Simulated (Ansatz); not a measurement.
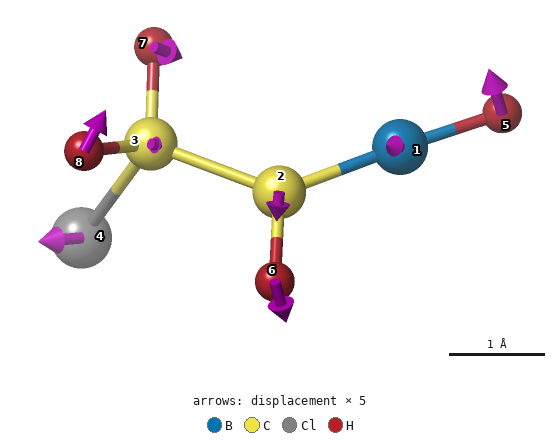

A relaxation of C$_{2}$H$_{4}$BCl. The starting structure is drawn; purple arrows show the displacements, 5 times their true length. The two geometries are superimposed by the best rigid fit.

The picture is a ball-and-stick view, seen from a free direction.

These are results of RKS PBE0-D4/def2-TZVP in Ansatz, not measurements. Set-up: force threshold 0.005 eV/Å; at most 200 steps.

> Describe the change and its energy.

After 7 geometry steps the energy has fallen by 3.27 kJ/mol. Largest force component: 0.9 eV/Å at the start, 0.0033 eV/Å at the end. The atom that moves furthest after the best rigid fit is H5 (0.11 Å). Largest moves by element: H 0.11 Å, Cl 0.11 Å, C 0.06 Å, B 0.05 Å. Some distances before and after: B1–H5 1.145 → 1.175 Å, C3–Cl4 1.814 → 1.807 Å, B1–C2 1.386 → 1.380 Å, C2–C3 1.489 → 1.483 Å. Among the angles between lasting bonds that change: C3–C2–H6 112.2° → 115.9°, B1–C2–C3 131.8° → 128.1°.
